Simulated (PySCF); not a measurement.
C₃H₆N: EPR calculation

System: C₃H₆N, multiplicity 2.
Method: UKS B3LYP, pcH-1 on C H N, non-relativistic, mean-field spin-orbit, GIAO (PySCF 2.14.0).

It belongs to a series of runs on one base structure; here: H removed from sp3 C.

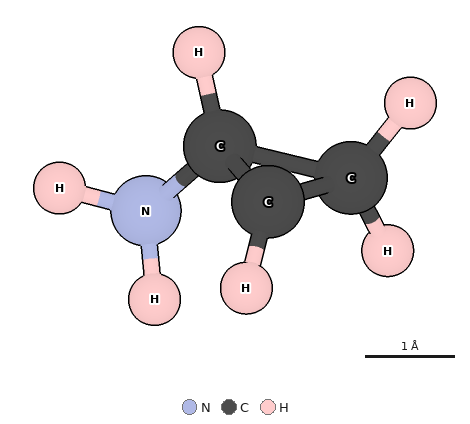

The structure as given in the input (ball-and-stick view, seen at a tilt). Bond lengths as drawn: C–C 1.47 to 1.53 Å, C–H 1.08 to 1.09 Å, C–N 1.43 Å and H–N 1.01 Å.

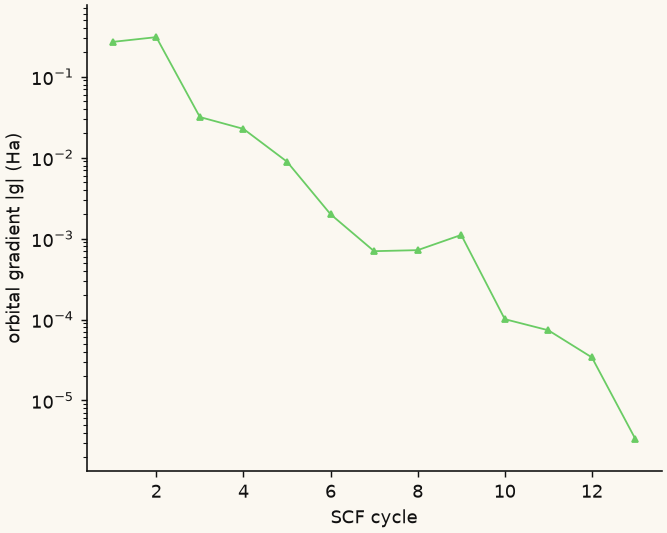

Convergence of the self-consistent field: orbital gradient |g| against the SCF cycle. All cycles printed in the log are drawn one after another.

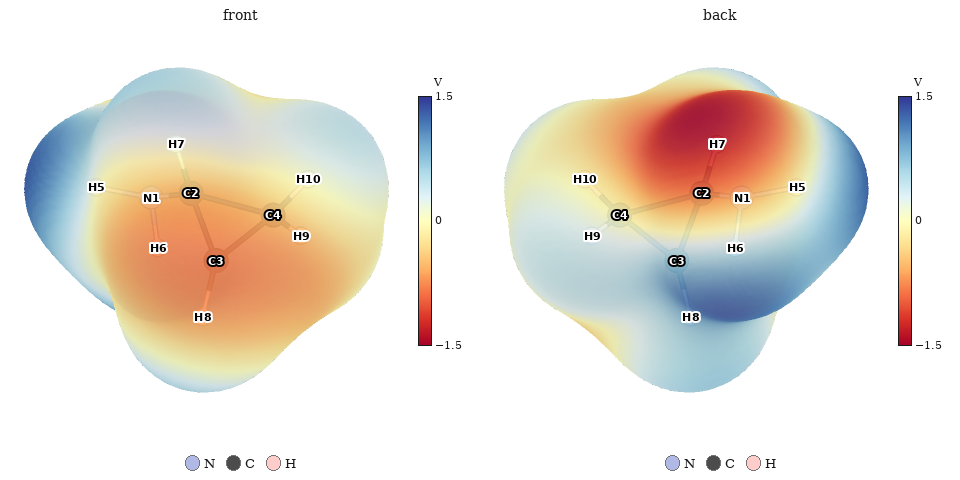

The electrostatic potential painted on the density surface at 0.001 e/bohr³, seen at a tilt and from behind; the colour scale runs from red (negative) to blue (positive). A positive charge is drawn to the negative regions and a negative charge to the positive ones.

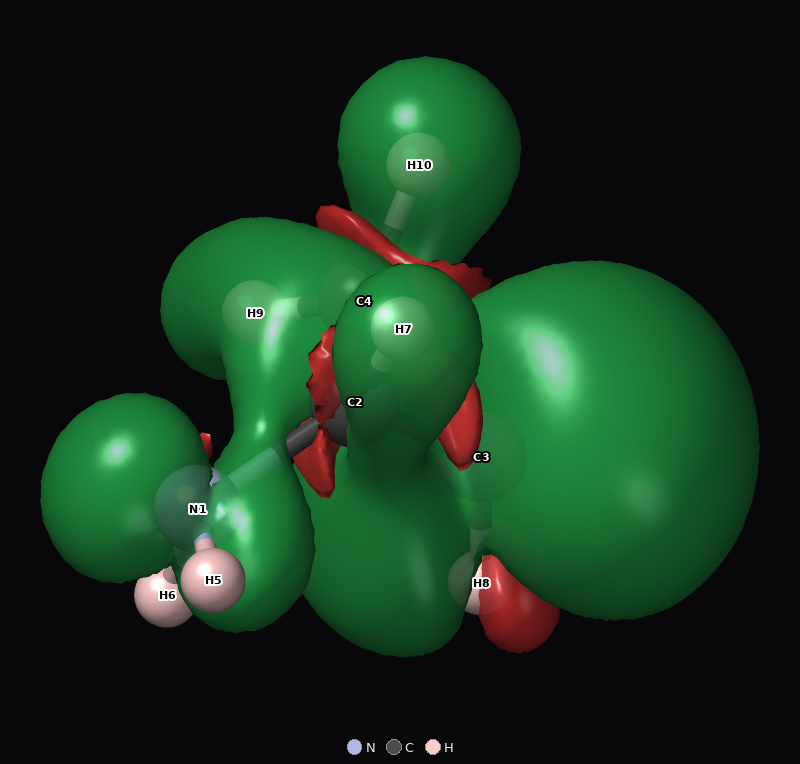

Isosurfaces of the spin density (α minus β) at +0.006 (green) and −0.006 e/Å³ (red), seen at an oblique angle. The unpaired spin (1 electron) lies mostly on C3 (about 0.7) and C4 (about 0.1), in electrons by Hirshfeld's partition.

These pictures come from the run below.

### Input file
```
{"job": {"kind": "epr", "basis": "pcH-1"}, "charge": 0, "multiplicity": 2}
N      1.424061    -0.296714    -0.106619
C      0.181929    -0.020962     0.553060
C     -0.762053     0.966177     0.021193
C     -1.127476    -0.449688    -0.104479
H      2.210673     0.124041     0.372948
H      1.408748     0.023681    -1.068693
H      0.253511    -0.183789     1.621973
H     -0.592253     1.638282    -0.800494
H     -1.126322    -0.926093    -1.079327
H     -1.861936    -0.870280     0.567909
```

The first line tells a small driver script what to run in PySCF; the rest is the geometry in Å.

Run as:
```bash
OMP_NUM_THREADS=1 python <driver script> task.json out
```

### Output
```
UKS, coarse grid
  cycle   1  E = -172.53922601  |g| = 2.70e-01
  cycle   2  E = -172.53416607  |g| = 3.09e-01
  cycle   3  E = -172.57836239  |g| = 3.18e-02
  cycle   4  E = -172.57866600  |g| = 2.27e-02
  cycle   5  E = -172.57894016  |g| = 8.93e-03
  cycle   6  E = -172.57898882  |g| = 2.00e-03
  cycle   7  E = -172.57899518  |g| = 6.99e-04
UKS, final grid
  cycle   1  E = -172.57899637  |g| = 7.20e-04
  cycle   2  E = -172.57899616  |g| = 1.11e-03
  cycle   3  E = -172.57899668  |g| = 1.01e-04
  cycle   4  E = -172.57899670  |g| = 7.36e-05
  cycle   5  E = -172.57899670  |g| = 3.40e-05
  cycle   6  E = -172.57899670  |g| = 3.32e-06
E = -172.57899670 Eh   <S^2> = 0.7532 (exact 0.7500)
g shifts (ppm)      1          2          3
  rmc          -153       -153       -153
  gc             19         20          6
  oz_so          51        411       1151
  total         -83        278       1005
hyperfine (MHz)  atom isotope    a_iso     a_fc   dipolar eigenvalues
    0   14N      -3.76      -3.76     -4.44     -4.40      8.84
    1   13C     -16.60     -16.60     -6.55     -2.38      8.93
    2   13C     262.78     262.78    -69.82    -67.80    137.62
    3   13C     -21.28     -21.28     -7.95     -2.76     10.71
    4    1H      -3.93      -3.93     -6.26     -2.31      8.56
    5    1H      -5.49      -5.49     -6.84     -0.18      7.02
    6    1H      45.00      45.00     -6.15     -3.42      9.57
    7    1H     -14.66     -14.66    -31.31     -3.88     35.19
    8    1H      41.16      41.16     -6.29     -2.15      8.43
    9    1H      97.24      97.24     -6.67     -4.03     10.70
```

### Summary

| quantity | value |
| --- | --- |
| outcome | converged |
| total energy | −172.578997 hartree |
| ⟨S²⟩ | 0.753 |
| isotropic g | 2.0027 |
| hardware | 1 CPU thread, shared host |
| wall time | 15 s |
| peak memory | 0.58 GiB |
